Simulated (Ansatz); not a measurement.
FeNi3, response to strain

The reference is FeNi3 in the Cu3Au type structure (space group Pm-3m, No. 221; a = 3.5143 Å; ferromagnetic; relaxed with 0.1 eV smearing).

Strains are applied to the cell and any free atomic positions relax.

Level of theory: r2SCAN in Ansatz (plane waves to 500 eV, PAW, scalar-relativistic without spin-orbit coupling).

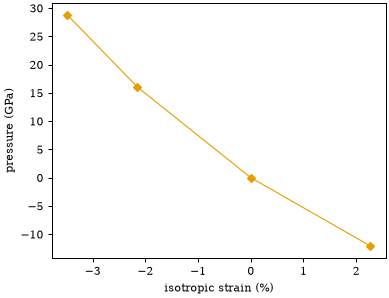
Figure. Pressure against isotropic strain

```csv
isotropic strain (%),pressure
-3.48,28.8 GPa
-2.15,16.0 GPa
2.27,-12.1 GPa
```

The magnetic state is the one reached from the starting moments; the real material's order can differ, and small cells can't hold many antiferromagnetic ones. No phonon test of stability was made.

Ansatz is an electronic-structure program.
